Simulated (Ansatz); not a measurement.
# Ligand exchange: GeH(CH3)2Cl + SiH3Cl → GeH(CH3)2(SiH3) + Cl2

Species: GeH(CH3)2Cl, singlet; SiH3Cl (chlorosilane) `[SiH3]Cl`, singlet; GeH(CH3)2(SiH3), singlet; Cl2 (chlorine), singlet. The partners trade Cl for SiH3: Ge–Cl and Cl–SiH3 bonds give way to Ge–SiH3 and Cl–Cl.

Shapes, held fixed at every level: PBE0-D4/def2-TZVP. Programs: Ansatz 0.2.0. Electronic energies: no zero-point or thermal term.

```json
{"level": "HF/def2-TZVPP", "kind": "Hartree–Fock", "ΔE (kJ/mol)": "+380.8", "less CCSD(T)/def2-TZVPP": "+39.3"}
{"level": "B3LYP-D4/def2-TZVPP", "kind": "global hybrid", "ΔE (kJ/mol)": "+329.5", "less CCSD(T)/def2-TZVPP": "-12.0"}
{"level": "PBE0-D4/def2-TZVPP", "kind": "global hybrid", "ΔE (kJ/mol)": "+329.0", "less CCSD(T)/def2-TZVPP": "-12.5"}
{"level": "wB97M-V/def2-TZVPP", "kind": "range-separated hybrid", "ΔE (kJ/mol)": "+342.0", "less CCSD(T)/def2-TZVPP": "+0.5"}
{"level": "wB97X-V/def2-TZVPP", "kind": "range-separated hybrid", "ΔE (kJ/mol)": "+342.1", "less CCSD(T)/def2-TZVPP": "+0.6"}
{"level": "B2PLYP/def2-TZVPP", "kind": "double hybrid", "ΔE (kJ/mol)": "+343.7", "less CCSD(T)/def2-TZVPP": "+2.2"}
{"level": "CCSD(T)/def2-TZVPP", "kind": "coupled cluster or CI", "ΔE (kJ/mol)": "+341.5", "less CCSD(T)/def2-TZVPP": "0.0"}
```

The highest level, CCSD(T)/def2-TZVPP, gives ΔE = +341.5 kJ/mol; the levels span +329.0 to +380.8. The column of differences is taken from that level and isn't an error. No measured value is set beside it here. Relativity is left out for Ge unless named. Correlated rows may include outer-core shells of Ge, which these sets cover unevenly.

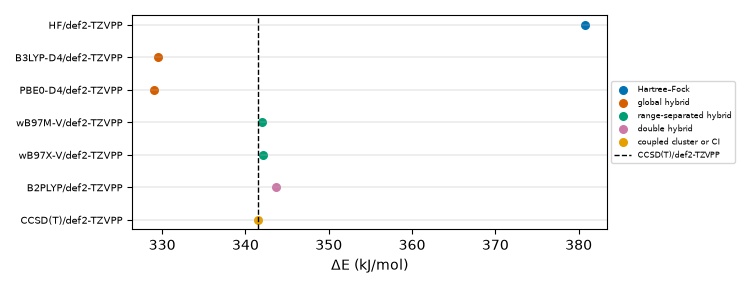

The values of the table, level by level.
